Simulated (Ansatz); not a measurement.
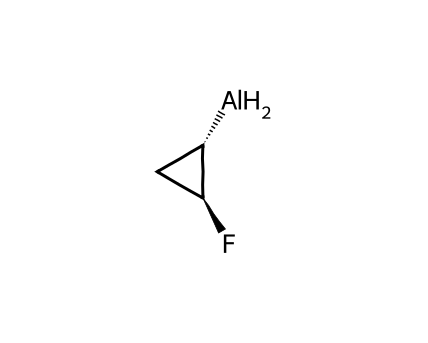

2D structure.

**Transcribe the drawing into SMILES.**

F[C@H]1C[C@@H]1[AlH2]

**What is the molecular formula?**

C3H6AlF.

**An optimisation with PBE0-D4/def2-TZVP gave a structure of which point group?**

C1.

The parts below concern this one geometry. Atoms keep their numbers from picture to picture. Computed geometry: PBE0-D4/def2-TZVP optimisation.

**Geometry**

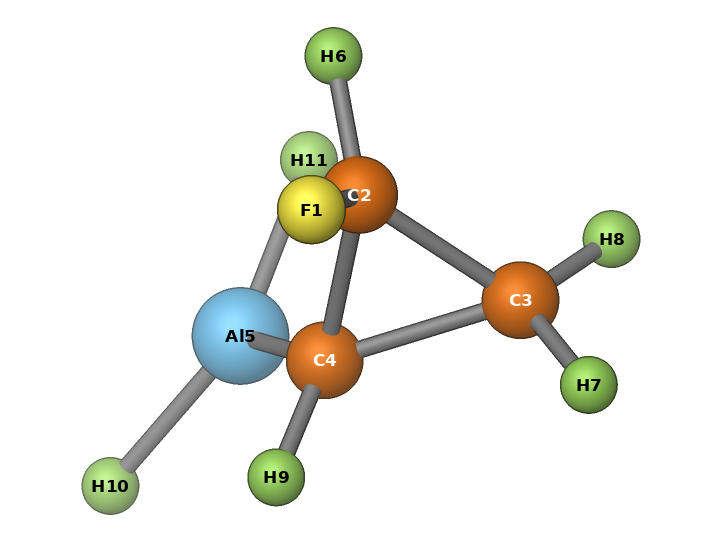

Al5 lies behind C4. The molecule seen a little off the C4–Al5 bond, C4 in front. Distant atoms are faded towards the background colour.

**What is the torsion angle C2–C4–Al5–H10? The sign is positive where the front bond must turn clockwise to cover the back bond.**

−148°, anticlinal.

**Levels of theory compared**

Program: Ansatz 0.2.0.

At this fixed geometry, give HOMO energy (eV), HOMO–LUMO gap (eV), dipole (D) at these levels: B3LYP-D4/def2-TZVPP; PBE-D4/def2-TZVPP; r2SCAN-D4/def2-TZVPP; ωB97M-V/def2-TZVPP.

| level | HOMO energy (eV) | HOMO–LUMO gap (eV) | dipole (D) |
| --- | --- | --- | --- |
| B3LYP-D4/def2-TZVPP | −7.51 | 5.78 | 1.15 |
| PBE-D4/def2-TZVPP | −6.40 | 4.13 | 1.00 |
| r2SCAN-D4/def2-TZVPP | −6.64 | 4.71 | 1.06 |
| ωB97M-V/def2-TZVPP | −9.96 | 10.02 | 1.15 |

**Vibrations**

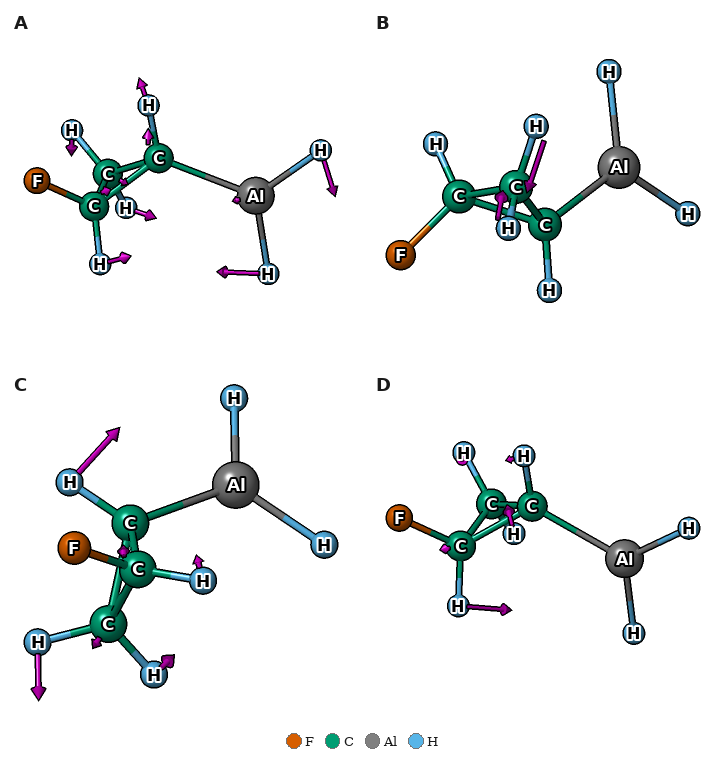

4 normal modes of one molecule or complex, as arrows. Harmonic vibrations computed with RKS PBE0-D4/def2-TZVP (Ansatz 0.2.0) at a stationary point of the same level.

**Match the panels to the wavenumbers 175 cm⁻¹, 931 cm⁻¹, 1401 cm⁻¹, 3142 cm⁻¹.**

A: 175 cm⁻¹
B: 3142 cm⁻¹, in-phase stretching of 2 C–H bonds
C: 931 cm⁻¹
D: 1401 cm⁻¹

**Thermal motion**

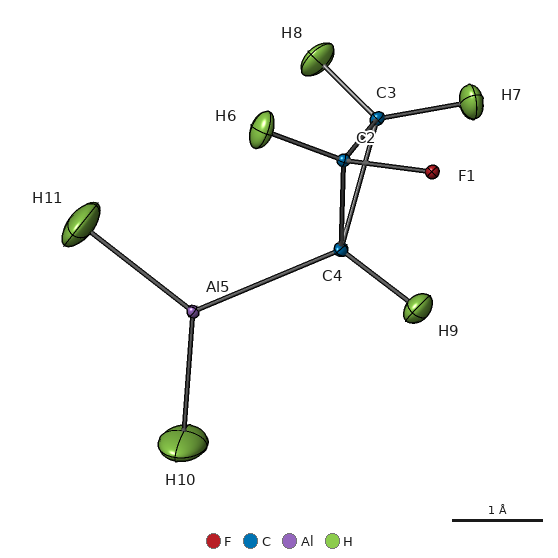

Displacement ellipsoids at the 50 % level, from the internal vibrations of the free molecule (harmonic, no overall translation or rotation; no half-axis is drawn under 0.075 Å). Vibrations computed with RKS PBE0-D4/def2-TZVP (Ansatz 0.2.0). Temperature: 0 K (zero-point motion alone).

List U_eq and the three principal root-mean-square amplitudes for each kind of atom.

```csv
atom,U_eq (Å²),rms amplitudes (Å)
F1,0.0015,"0.028, 0.033, 0.051"
C2,0.0017,"0.038, 0.039, 0.048"
C3,0.0019,"0.029, 0.038, 0.057"
C4,0.0031,"0.036, 0.053, 0.072"
Al5,0.00082,"0.016, 0.028, 0.038"
H6,0.0139,"0.079, 0.122, 0.143"
H7,0.0151,"0.084, 0.129, 0.147"
H8,0.0150,"0.078, 0.127, 0.150"
H9,0.0151,"0.087, 0.128, 0.146"
H10,0.0434,"0.096, 0.176, 0.300"
H11,0.0398,"0.093, 0.187, 0.275"
```
